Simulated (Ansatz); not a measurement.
BrCuH2O (SMILES [OH2+][Cu-][Br])

Input

```
crystal:
  periodic: [false, false, false]
  atoms:
    - {symbol: O, position_ang: [-0.686613, 0.719323, -0.367679]}
    - {symbol: Cu, position_ang: [0.704461, -0.400792, 0.454093]}
    - {symbol: Br, position_ang: [2.253515, -1.680415, 1.359405]}
    - {symbol: H, position_ang: [-1.593442, 0.469798, -0.164126]}
    - {symbol: H, position_ang: [-0.628019, 0.818286, -1.323093]}
basis:
  gaussian: {orbitals: def2-TZVPP}
hamiltonian: {xc: pbe0, dispersion: d4}
output: {orbitals: {seedname: orbitals}}
```

Run with:

```sh
ansatz run in.yaml --threads 2 --pin off --events-out ev --progress --plain --max-ram 32768MiB --backend cpu
```

Geometry: PBE0-D4/def2-TZVP.

The calculation used Ansatz 0.2.0, RKS PBE0-D4/def2-TZVPP.

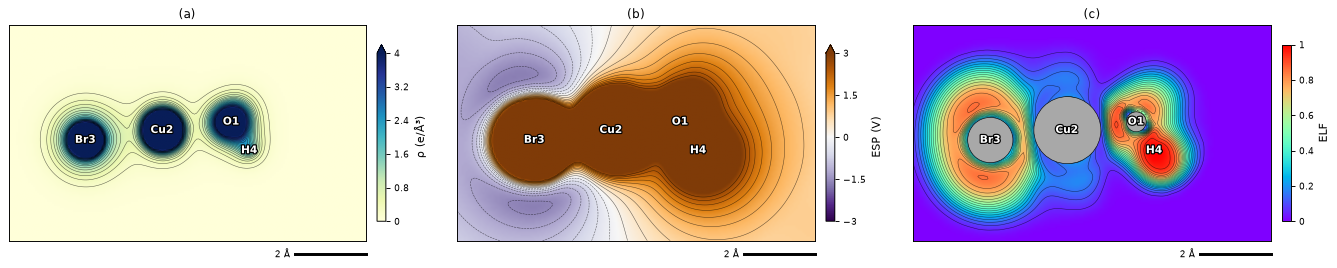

Figure 1. (a) electron density; (b) electrostatic potential; (c) electron localisation function on the plane of atoms Cu2, O1 and H4. Grey discs cover the atomic cores in the ELF map.

### Read the bonding off the picture.

The section cuts through O, Cu, Br and H sites. Cu–O (1.97 Å): ρ is about 0.54 e/Å³ halfway; the ELF peaks at about 0.90 in the valence shell of O, 0.6 Å from its nucleus, and is about 0.10 at the midpoint. Cu–Br (2.20 Å): the density is about 0.69 e/Å³ at the midpoint; the ELF peaks at about 0.70 in the valence shell of Br, 0.9 Å from its nucleus, and is about 0.50 at the midpoint. O–H (0.96 Å): ρ is about 3.9 e/Å³ halfway; the ELF climbs to about 1 towards the hydrogen, as it does in any bond to H; a covalent bond by its length. Outside the dense part of the molecule the potential is most negative (−1.7 V) near Br3.

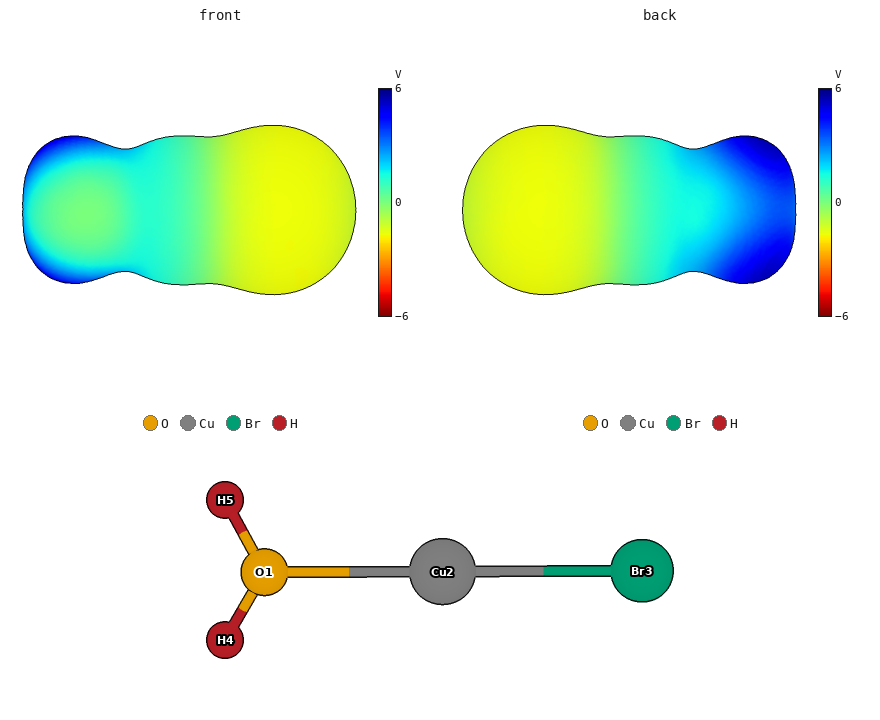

Figure 2. The molecular electrostatic potential painted on the density surface at 0.004 e/bohr³, seen from the front and from behind; red is negative and blue positive. The bare structure is drawn below in the same view.

### Describe the electrostatic potential map.

The most negative region (about −1.7 V) lies over Br3, the most positive (about +5.3 V) over H4 and H5.

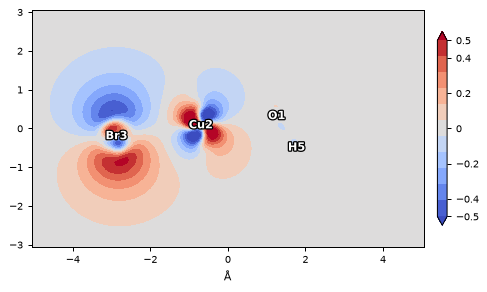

Figure 3. The HOMO−1 on the plane of atoms Cu2, O1 and H5 (values in Å⁻³ᐟ²; the overall sign is arbitrary).

### Where does this orbital lie, and at what energy?

By Hirshfeld shares it lies mainly on Br3 (about 75 %) and Cu2 (about 25 %). Its energy is −6.55 eV.

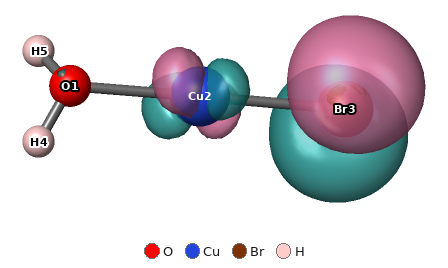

Figure 4. The HOMO at ±0.15 Å⁻³ᐟ² (teal and pink are the two phases), seen at a tilt.

### What is the character of this orbital?

By Hirshfeld shares it lies mainly on Br3 (about 75 %) and Cu2 (about 25 %). Its energy is −6.51 eV.
